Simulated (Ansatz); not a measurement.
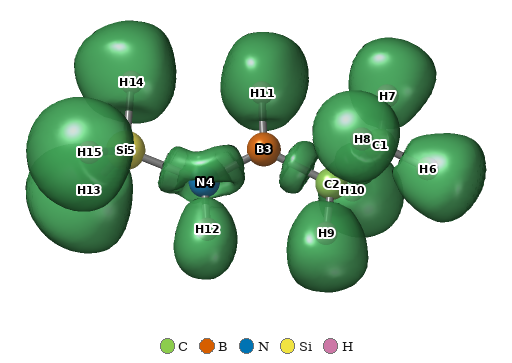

C₂H₁₀BNSi. Isosurface of the ELF at 0.8 (green), seen at a tilt. Only the valence region is drawn (cores and ρ < 0.01 e/Å³ removed).

Level of theory: Ansatz, RKS B3LYP-D4/def2-SVP.

Input file:

```
crystal:
  periodic: [false, false, false]
  atoms:
    - { symbol: C, position_ang: [-1.7017, -1.0664, -0.5181] }
    - { symbol: C, position_ang: [-0.2724, -1.3155, -0.7402] }
    - { symbol: B, position_ang: [0.5781, -0.6457, 0.4034] }
    - { symbol: "N", position_ang: [1.7328, 0.4283, 0.1029] }
    - { symbol: Si, position_ang: [1.1011, 1.9423, 0.8292] }
    - { symbol: H, position_ang: [-2.3386, -1.48, -1.3448] }
    - { symbol: H, position_ang: [-2.0692, -1.4333, 0.4458] }
    - { symbol: H, position_ang: [-1.8993, 0.0911, -0.5585] }
    - { symbol: H, position_ang: [0.0479, -0.9032, -1.6878] }
    - { symbol: H, position_ang: [-0.0995, -2.4089, -0.7042] }
    - { symbol: H, position_ang: [0.4293, -0.9887, 1.5577] }
    - { symbol: H, position_ang: [0.13592, 0.11737, -0.36543] }
    - { symbol: H, position_ang: [2.0102, 3.0455, 0.5206] }
    - { symbol: H, position_ang: [0.9811, 1.8037, 2.324] }
    - { symbol: H, position_ang: [-0.2209, 2.2967, 0.3081] }
basis:
  gaussian: { orbitals: def2-SVP }
hamiltonian:
  xc: b3lyp
  dispersion: d4
relax:
  f_tol: 0.02
  max_steps: 50
output:
  orbitals: {}
```

Command:

```sh
ansatz run input.yaml --threads 2 --pin off --max-ram 3072MiB --backend cpu --events-out ev --progress --plain --runs-dir out
```

The fields are those of the run's last geometry, not of the input's.

Describe the localisation domains.

The ELF exceeds this value in one region between bonded B–C atoms (shared pairs), one region between bonded C–C atoms (shared pairs), ten regions around hydrogen nuclei and one region on N in which the atom's valence shell and bonds are merged. Profiles from the grid: B–N (1.41 Å): the ELF peaks at about 0.90 between the atoms; a short, strongly polar bond. C–C (1.54 Å): the ELF peaks at about 0.95 between the atoms, as expected for a shared electron pair.
